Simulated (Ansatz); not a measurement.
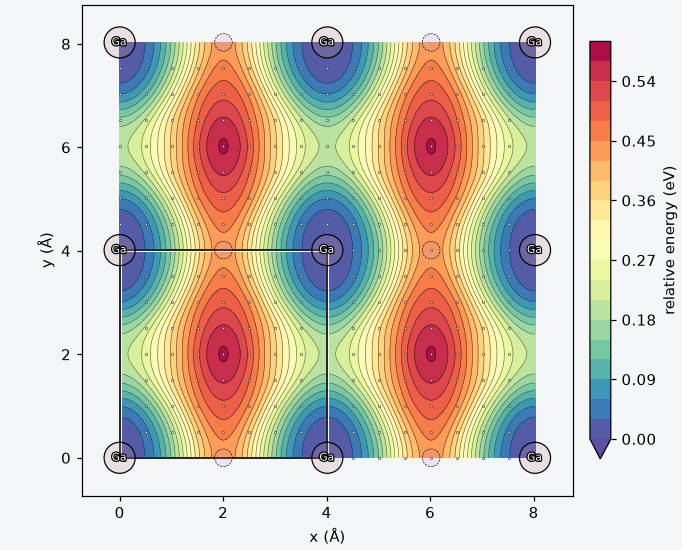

Ag on a GaAs(100) slab cut from the F-43m phase, its upper half relaxed before the scan (4 atoms of substrate and one adsorbate in a 1 × 1 cell). Ag is moved over the surface cell at a fixed height above a rigid substrate; the origin of the map has the adsorbate above Ga4; the height is held at 2.50 Å. Places are given modulo a cell vector. The map is drawn in real space over the plane of the surface. Grid: 8 × 8 points; 25 points were computed and 39 follow by symmetry. All energies are given in eV relative to the lowest grid point. With one adsorbate in each 1 × 1 cell, its nearest image is 4.0 Å away, so neighbouring adsorbates interact. At a fixed height the lowest place need not be the adsorption site. The calculation used Ansatz, DFT PBE+D3(BJ), scalar-relativistic, plane waves, PAW. Settings: cutoff 420 eV, k-mesh 7×7×1, gaussian smearing 0.05 eV, spin-polarised.

Drawn: filled contours, dots at the grid points, labelled circles for the atoms of the top layer and small ones for the second layer, the outline of one cell of the 2 × 2 shown. Between grid points the surface is interpolated.

The lowest grid point is at the top site over a surface Ga atom, (0/8, 0/8) of the cell vectors. No other kind of well shows on this grid. The highest grid point, a fourfold hollow over a third-layer Ga atom, (4/8, 4/8) of the cell vectors, lies 0.573 eV above the lowest. On the interpolated surface the easiest way out of the lowest well to its copy in the next cell or period passes a barrier of about 0.2 eV. At the lowest point the adsorbate has 1 Ga at 2.50 Å as nearest neighbours, at the highest 4 Ga at 3.78 Å.

Ag is replaced by Cu; all else is set up alike.

Question: What will the new map look like?

Answer: The lowest place stays at the top site over a surface Ga atom, (0/8, 0/8) of the cell vectors. The span from the lowest to the highest grid point grows from 0.573 to 0.841 eV. The easiest pass out of the lowest well goes from about 0.2 to about 0.32 eV on the interpolated surfaces. In the new map: at the lowest point the adsorbate has 1 Ga at 2.50 Å as nearest neighbours, at the highest 4 Ga at 3.78 Å.

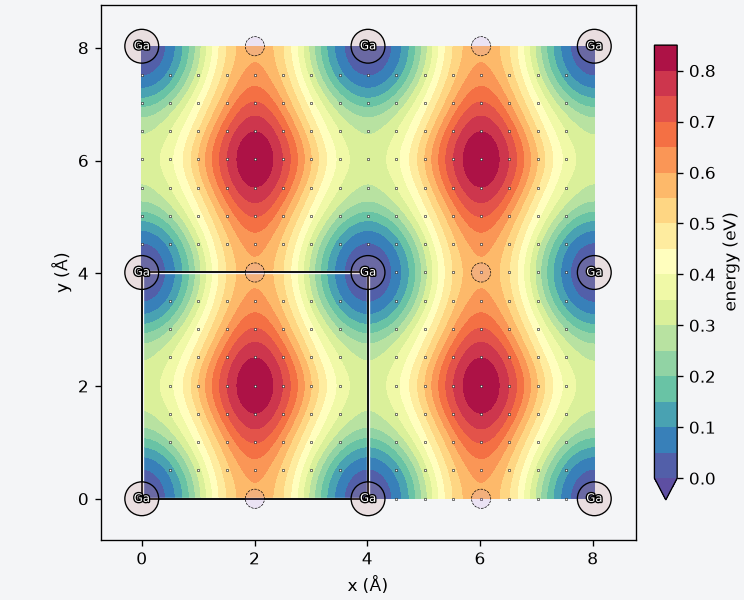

The map after the change, on a colour scale of its own. In the figure: filled contours, dots at the grid points, labelled circles for the atoms of the top layer and small ones for the second layer, the outline of one cell of the 2 × 2 shown. Between grid points the surface is interpolated.

PAW datasets: the set soft_1.
